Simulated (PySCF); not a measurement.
**B2PLYP/STO-6G run of SiSe (SMILES [Si][Se])**

Aim: the vertical singlet–triplet gap of SiSe at B2PLYP/STO-6G, from 2 runs. Input form: a Python script.

The results are computed with PySCF 2.14.0.

15 further runs of the same task are left out: 7 that didn't finish, 8 set aside as unsound or not needed.

**1. The structure to begin with**

The species is SiSe (2 atoms), meant as a singlet with charge 0. SMILES: `[Si][Se]`. Geometry: a GFN2-xTB relaxation, a rough one for these elements and not checked as a minimum.

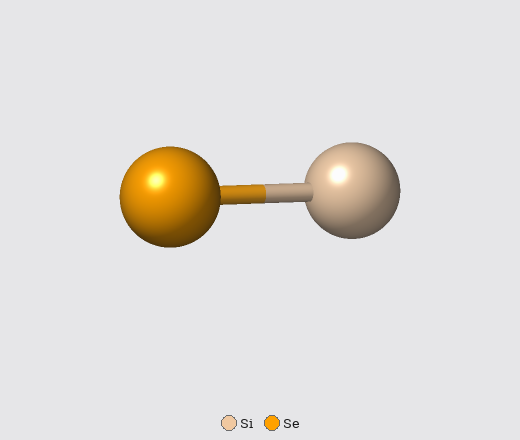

The structure, seen from a chosen angle (silicon light orange, selenium orange).

**2. The energy at B2PLYP/STO-6G**

The input, start.xyz:

```xyz
2
SeSi
Si     0.000000     0.000000     0.000000
Se     0.000000     0.000000     2.124530
```

The input, run.py:

```python
# SiSe
from pyscf import gto, dft, mp

system = gto.M(
    atom='start.xyz',
    basis='sto-6g',
    verbose=4,
    spin=0,
    max_memory=1860,
)

ks = dft.RKS(system)
ks.xc = '0.53*HF + 0.47*B88, 0.73*LYP'
ks.grids.level = 5
ks.conv_tol = 1e-10
ks.kernel()
if not ks.converged:
    ks = ks.newton().run(ks.mo_coeff, ks.mo_occ)

pt = mp.MP2(ks, frozen=14).run()
e_final = ks.e_tot + 0.27 * pt.e_corr
print('PT2 part  %.8f' % (0.27 * pt.e_corr))
print(f'total energy: {e_final:.8f} hartree')
```

Started as:

```
OMP_NUM_THREADS=1 python run.py
```

The program printed:

```text
PySCF version 2.14.0

[INPUT] num. atoms = 2
[INPUT] num. electrons = 48
[INPUT] charge = 0
[INPUT] spin (= nelec alpha-beta = 2S) = 0
[INPUT] symmetry False subgroup None
[INPUT] Mole.unit = angstrom
[INPUT] Symbol           X                Y                Z      unit          X                Y                Z       unit  Magmom
[INPUT]  1 Si     0.000000000000   0.000000000000   0.000000000000 AA    0.000000000000   0.000000000000   0.000000000000 Bohr   0.0
[INPUT]  2 Se     0.000000000000   0.000000000000   2.124530000000 AA    0.000000000000   0.000000000000   4.014779843422 Bohr   0.0

nuclear repulsion = 118.561918352727
number of shells = 13
number of NR pGTOs = 162
number of NR cGTOs = 27
basis = sto-6g
ecp = {}

******** <class 'pyscf.dft.rks.RKS'> ********
method = RKS
initial guess = minao
damping factor = 0
level_shift factor = 0
DIIS = <class 'pyscf.scf.diis.CDIIS'>
diis_start_cycle = 1
diis_space = 8
diis_damp = 0
SCF conv_tol = 1e-10
SCF conv_tol_grad = None
SCF max_cycles = 50
direct_scf = True
direct_scf_tol = 1e-13
XC library pyscf.dft.libxc version 7.0.0
    S. Lehtola, C. Steigemann, M. J.T. Oliveira, and M. A.L. Marques.,  SoftwareX 7, 1–5 (2018)
XC functionals = 0.53*HF + 0.47*B88, 0.73*LYP
    A. D. Becke.,  Phys. Rev. A 38, 3098 (1988)
    C. Lee, W. Yang, and R. G. Parr.,  Phys. Rev. B 37, 785 (1988)
    B. Miehlich, A. Savin, H. Stoll, and H. Preuss.,  Chem. Phys. Lett. 157, 200 (1989)
radial grids:
    Treutler-Ahlrichs [JCP 102, 346 (1995); DOI:10.1063/1.469408] (M4) radial grids

becke partition: Becke, JCP 88, 2547 (1988); DOI:10.1063/1.454033
pruning grids: <function nwchem_prune>
grids dens level: 5
symmetrized grids: False
atomic radii adjust function: <function treutler_atomic_radii_adjust>
small_rho_cutoff = 0
Set gradient conv threshold to 1e-05
Initial guess from minao.
tot grids = 88288
init E= -2674.14547000655
  HOMO = -0.394872999206492  LUMO = -0.102728731906457  gap/eV = 7.94965
cycle= 1 E= -2676.67788546844  delta_E= -2.53  |g|= 0.596  |ddm|= 2.12
  HOMO = -0.10421904705481  LUMO = 0.0970584583097952  gap/eV = 5.47704
cycle= 2 E= -2675.03610149615  delta_E= 1.64  |g|=  1.8  |ddm|= 4.41
  HOMO = -0.147342292258085  LUMO = 0.0852956142425608  gap/eV = 6.33040
cycle= 3 E= -2676.97744732418  delta_E= -1.94  |g|= 0.0277  |ddm|= 3.18
  HOMO = -0.184000850977746  LUMO = 0.10987442480456  gap/eV = 7.99675
cycle= 4 E= -2676.97802018941  delta_E= -0.000573  |g|= 0.00344  |ddm|= 0.096
  HOMO = -0.182264395341762  LUMO = 0.107189757349712  gap/eV = 7.87645
cycle= 5 E= -2676.978031031  delta_E= -1.08e-05  |g|= 0.00355  |ddm|= 0.0158
  HOMO = -0.181804172766777  LUMO = 0.106928773885594  gap/eV = 7.85682
cycle= 6 E= -2676.9780351244  delta_E= -4.09e-06  |g|= 0.00221  |ddm|= 0.00657
  HOMO = -0.181743145827503  LUMO = 0.106874531160479  gap/eV = 7.85369
cycle= 7 E= -2676.97803722323  delta_E= -2.1e-06  |g|= 0.000621  |ddm|= 0.00292
  HOMO = -0.181692975975697  LUMO = 0.106826118710717  gap/eV = 7.85100
cycle= 8 E= -2676.97803740234  delta_E= -1.79e-07  |g|= 1.52e-05  |ddm|= 0.00111
  HOMO = -0.181692925757746  LUMO = 0.106826114843818  gap/eV = 7.85100
cycle= 9 E= -2676.97803740245  delta_E= -1.04e-10  |g|= 1.19e-06  |ddm|= 2.95e-05
  HOMO = -0.181692985596477  LUMO = 0.106826176300253  gap/eV = 7.85101
cycle= 10 E= -2676.97803740245  delta_E= -9.09e-13  |g|= 1.03e-08  |ddm|= 2.18e-06
  HOMO = -0.181692987335231  LUMO = 0.106826177975339  gap/eV = 7.85101
Extra cycle  E= -2676.97803740245  delta_E= -2.27e-12  |g|= 1.8e-08  |ddm|= 5.12e-08
converged SCF energy = -2676.97803740245

******** <class 'pyscf.mp.mp2.RMP2'> ********
nocc = 10, nmo = 13
frozen orbitals 14
E(RMP2) = -2677.10192070457  E_corr = -0.123883302117458
E(SCS-RMP2) = -2677.09931476468  E_corr = -0.121277362230178
E_corr(same-spin) = -0.031595308050891
E_corr(oppo-spin) = -0.0922879940665672
PT2 part  -0.03344849
total energy: -2677.01148589 hartree
```

Wall time 3.3 s (1 thread of Arm Neoverse V1, shared host); peak memory 0.21 GiB.

**3. The triplet, same level**

The input, geometry.xyz:

```xyz
2
SeSi
Si     0.000000     0.000000     0.000000
Se     0.000000     0.000000     2.124530
```

The input, calc.py:

```python
from pyscf import gto, dft, mp

mol = gto.M(
    atom='geometry.xyz',
    spin=2,
    verbose=3,
    charge=0,
    max_memory=1860,
    basis='sto-6g',
)

mf = dft.UKS(mol, xc='0.53*HF + 0.47*B88, 0.73*LYP')
mf.conv_tol = 1e-10
mf.grids.level = 5
mf.kernel()
if not mf.converged:
    mf = mf.newton().run(mf.mo_coeff, mf.mo_occ)

pt = mp.MP2(mf, frozen=14).run()
etot = mf.e_tot + 0.27 * pt.e_corr
print('PT2 part  %.8f' % (0.27 * pt.e_corr))
print('E(%s) = %.9f' % ('B2PLYP', etot))
```

Started as:

```
OMP_NUM_THREADS=1 python calc.py
```

The program printed:

```text
WARN: HOMO -0.102728731906456 >= LUMO -0.394872999206491

WARN: HOMO 0.0283058959710947 >= LUMO -0.059784917181946

converged SCF energy = -2676.85866779765  <S^2> = 2.0148358  2S+1 = 3.0098743
E(UMP2) = -2676.92454164754  E_corr = -0.0658738498859148
E(SCS-UMP2) = -2676.92420318355  E_corr = -0.0655353858972549
PT2 part  -0.01778594
E(B2PLYP) = -2676.876453737
```

Run time: 5.1 s. Hardware: 1 thread of Arm Neoverse V1, shared host; peak memory 0.21 GiB.

**4. Outcome**

At B2PLYP/STO-6G, 14 core orbitals frozen:

| quantity | value |
| --- | --- |
| singlet: total energy | -2677.01149 Eh |
| singlet: dipole moment (SCF part) | 3.20 D |
| singlet: HOMO energy (SCF part's orbitals) | -4.94 eV |
| singlet: LUMO energy (SCF part's orbitals) | 2.91 eV |
| singlet: HOMO–LUMO gap (SCF part's orbitals) | 7.85 eV |
| triplet: total energy | -2676.87645 Eh |
| triplet: dipole moment (SCF part) | 3.27 D |
| triplet: HOMO energy (SCF part's orbitals) (highest over α and β) | -2.08 eV |
| triplet: LUMO energy (SCF part's orbitals) (lowest over α and β) | -0.50 eV |
| triplet: ⟨S²⟩ | 2.015 |
| vertical energy of the triplet above the singlet | 3.674 eV |

**Reading.** At this shape the triplet lies 3.67 eV (85 kcal/mol) above the singlet. In a minimal basis such a difference can be off by several eV, whatever the method.
